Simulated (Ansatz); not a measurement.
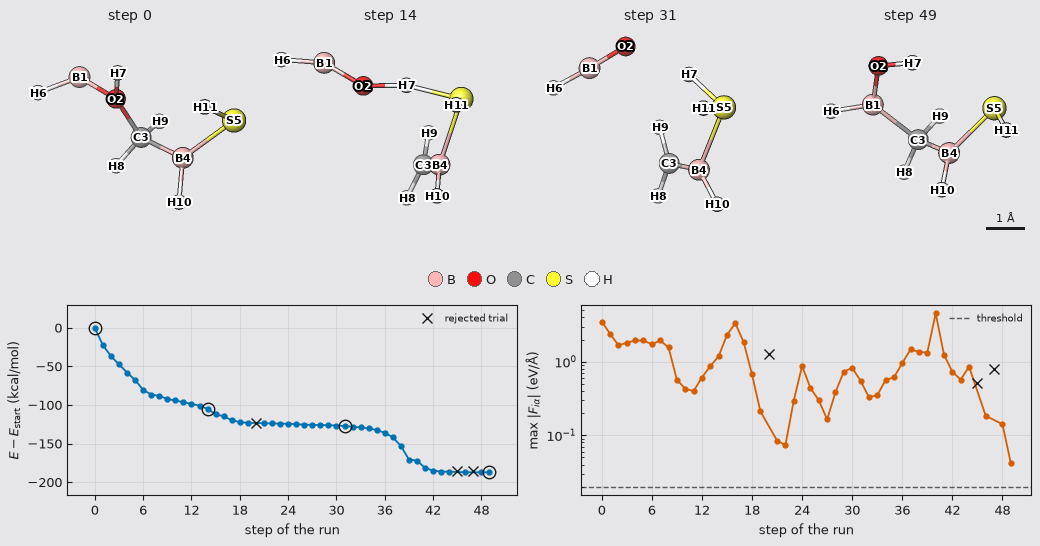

Frames of a relaxation of CH$_{6}$B$_{2}$OS, marked on the history of the run. Style: ball-and-stick. Shown at a tilt.

The run prepares an end point of a later path (hydrogen shift) calculation, from a guessed geometry.

Theory: RKS BLYP-D4/def2-SVP in Ansatz.

Input
```yaml
crystal:
  periodic: [false, false, false]
  atoms:
    - { symbol: B, position_ang: [-0.2858, 1.5732, 1.3458] }
    - { symbol: O, position_ang: [0.2748, 0.4079, 0.7552] }
    - { symbol: C, position_ang: [-0.5896, -0.0666, -0.2853] }
    - { symbol: B, position_ang: [0.1804, -1.3529, -0.9102] }
    - { symbol: S, position_ang: [1.7957, -1.262, -1.7521] }
    - { symbol: H, position_ang: [-1.0719, 1.5415, 2.2511] }
    - { symbol: H, position_ang: [1.19774, 0.48959, 1.10392] }
    - { symbol: H, position_ang: [-1.5187, -0.3459, 0.1166] }
    - { symbol: H, position_ang: [-0.667, 0.6986, -1.047] }
    - { symbol: H, position_ang: [-0.4603, -2.3972, -0.8478] }
    - { symbol: H, position_ang: [2.4492, -1.5391, -0.5066] }
basis:
  gaussian: { orbitals: def2-SVP }
hamiltonian:
  xc: blyp
  dispersion: d4
relax:
  f_tol: 0.02
  max_steps: 50
```

Command:
```bash
ansatz run input.yaml --threads 2 --pin off --max-ram 3072MiB --backend cpu --events-out ev --progress --plain --runs-dir out
```

Describe the path.

Answer. The relaxation stopped without meeting its thresholds, so the last structure isn't shown to be converged. It used up its limit of 50 steps. O2 moves most after the best rigid fit: 1.06 Å. By element the largest moves are O 1.06 Å, B 0.89 Å, H 0.85 Å, S 0.63 Å, C 0.27 Å. Among the contacts that change: O2–C3 1.434 → 2.608 Å, B1–B4 3.724 → 2.571 Å, B1–C3 2.333 → 1.610 Å, S5–H11 1.434 → 1.365 Å. New bonds form, among them: B1–C3 (2.33 → 1.61 Å). Bonds break, among them: O2–C3 (1.43 → 2.61 Å). Bond angles that change, for instance: B1–O2–H7 98.8° → 113.5°, B4–S5–H11 89.6° → 99.1°, C3–B4–H10 114.0° → 123.5°. Groups turn about B4–S5 by about 85°, B1–O2 by about 75°, C3–B4 by about 25°. Over 46 accepted moves (49 points after the start) the energy falls by 187.2 kcal/mol. The largest force component goes from 3.5 to 0.042 eV/Å. The line search rejected the trial steps at points 20, 45, 47 of the run. Cost: 76 s on 2 threads of Intel(R) Xeon(R) Platinum 8488C (Sapphire Rapids), with other jobs on the host, peak memory 0.17 GiB. From step 0 to 14: H8 moves most (1.39 Å), energy −105.0 kcal/mol. From step 14 to 31: O2 moves most (1.05 Å), energy −22.2 kcal/mol. From step 31 to 49: H11 moves most (1.29 Å), energy −60.0 kcal/mol.
